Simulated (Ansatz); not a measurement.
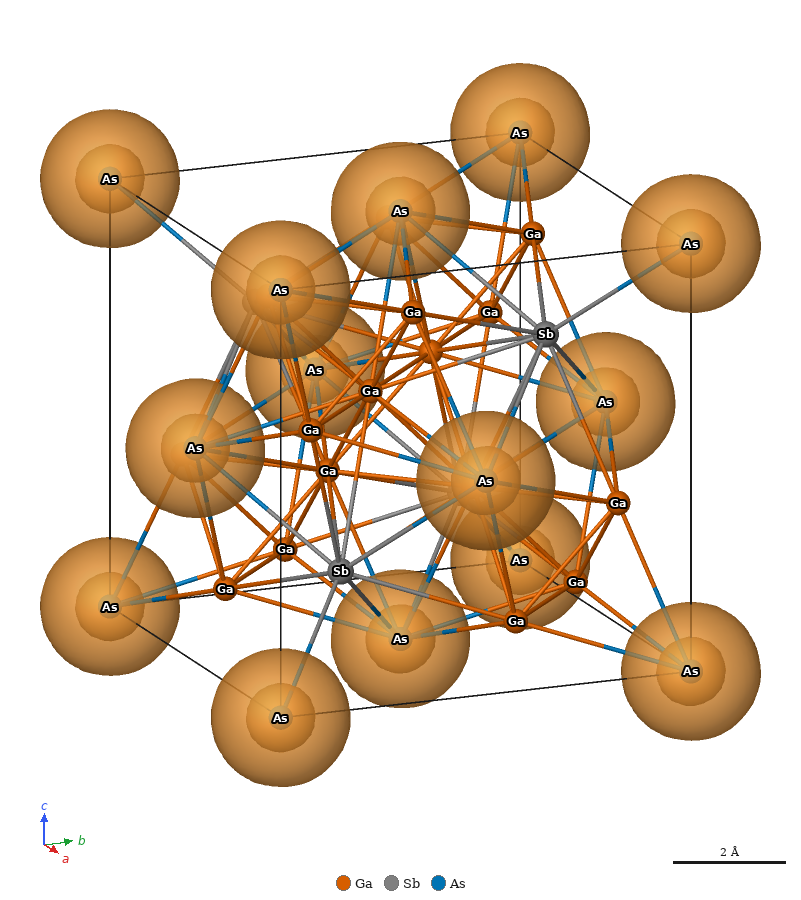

The picture shows: Ga4SbAs. Isosurface of the electron localisation function at 0.55 (orange), seen slightly off an axis. Only the valence region is drawn (cores and ρ < 0.01 e/Å³ removed). Sticks mark near contacts.

Space group F-43m; a structure generated by program, which may or may not match a known phase.

All numbers below come from Ansatz, DFT PBE, scalar-relativistic, plane waves, PAW.

Q: Describe the localisation domains.

A: The surface consists of four regions wrapped around As (the valence shell of each), counted in one cell of 24 atoms. Any copies at cell faces, edges or corners count once. Along the contacts the grid gives the following. Ga–Ga (2.80 Å): the ELF is about 0.40 at the midpoint. Ga–As (3.30 Å): the ELF is about 0.25 at the midpoint.
